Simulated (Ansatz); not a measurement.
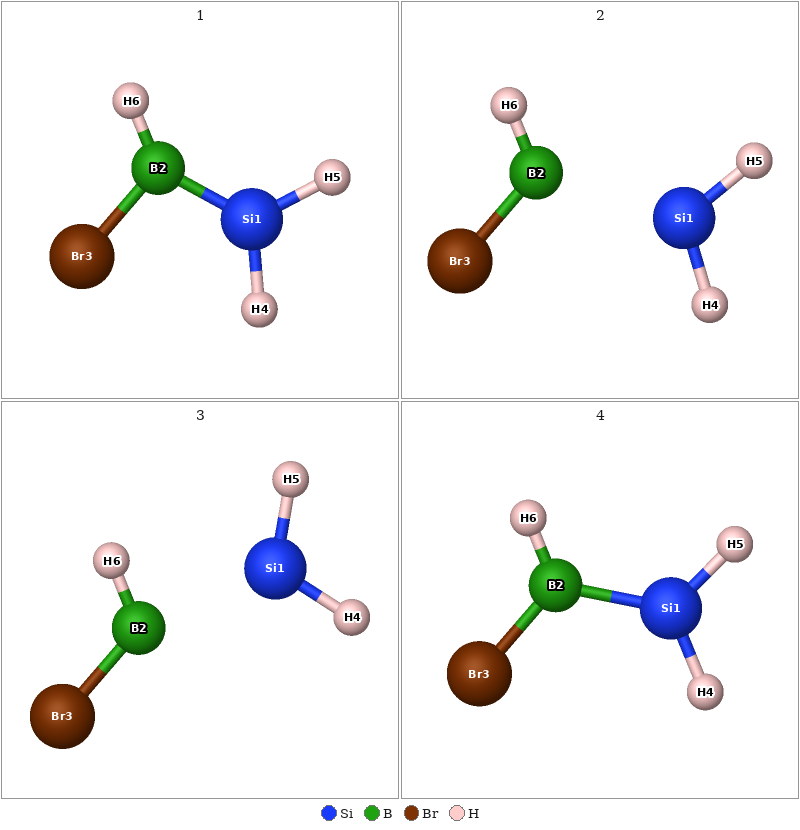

BBrH3Si, SMILES [SiH2]BBr, spin multiplicity 2. 
- The first coordinate is: bond length Si1–B2; the second: angle Si1–B2–Br3.
- Nothing is relaxed (all other coordinates rigid).
- The grid has 13 × 13 points.
- Points are written as (first, second).
- Energies are in kcal/mol, from the lowest grid point.
- Method: Ansatz, UKS PBE0-D4/def2-TZVP.

The numbered pictures are structures from this grid.

Q: Which is the most stable, and how do the others follow?

A: 4, at (1.918 Å, 119.3°): 0.0 kcal/mol; 1, at (1.744 Å, 101.8°): 13.4 kcal/mol; 2, at (2.525 Å, 113.5°): 33.6 kcal/mol; 3, at (2.438 Å, 154.3°): 40.6 kcal/mol.

The map, with the structures marked:

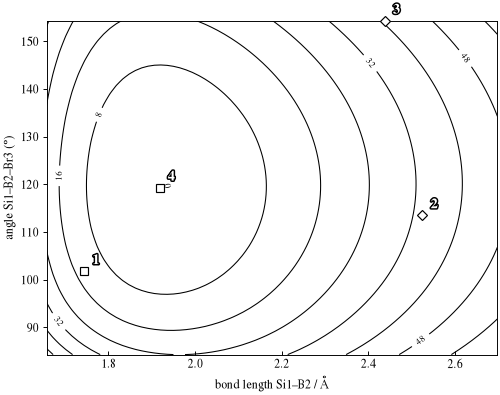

Drawn: contour lines labelled in kcal/mol. Between grid points the surface is interpolated.
